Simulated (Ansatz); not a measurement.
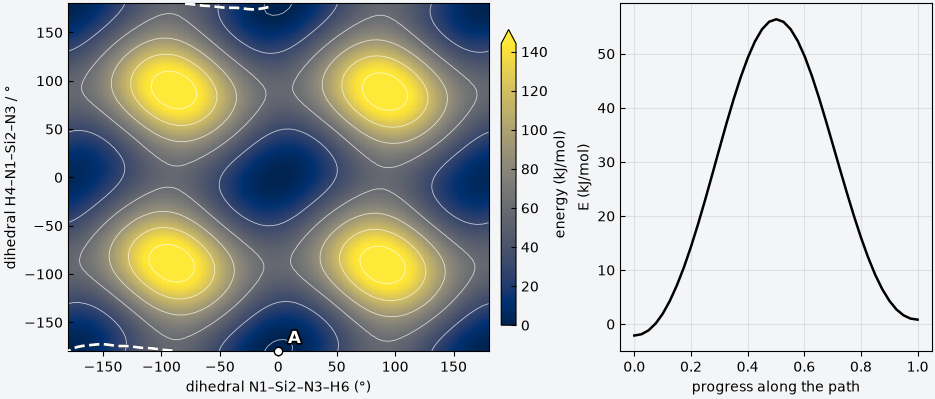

H₄N₂Si, SMILES N[Si]N. 
- Coordinates scanned: (1) dihedral N1–Si2–N3–H6; (2) dihedral H4–N1–Si2–N3.
- Nothing is relaxed (all other coordinates rigid).
- The scan uses a 15 × 15 grid; 216 points were computed and 9 follow by symmetry.
- Points are written as (first, second).
- All energies are given in kJ/mol relative to the lowest grid point.
- Computed with Ansatz 0.2.0, RKS PBE0-D4/def2-TZVP.

Drawn: a smooth colour map with a few white contour lines, a line along the lowest path, one colour for all values above the top of the scale, the energy along the path at the right, the start A. Between grid points the surface is interpolated.

**Describe the path and its barrier.**

The easiest path leads from the well at about (0°, −180°) to the well at (−180°, −180°), about 2.9 kJ/mol higher. Its highest point lies about 58 kJ/mol above the bottom of the first well on the interpolated surface, at about (−90°, −180°). The start is the relaxed structure and all else is held, so a fully relaxed path at this level can only be lower.
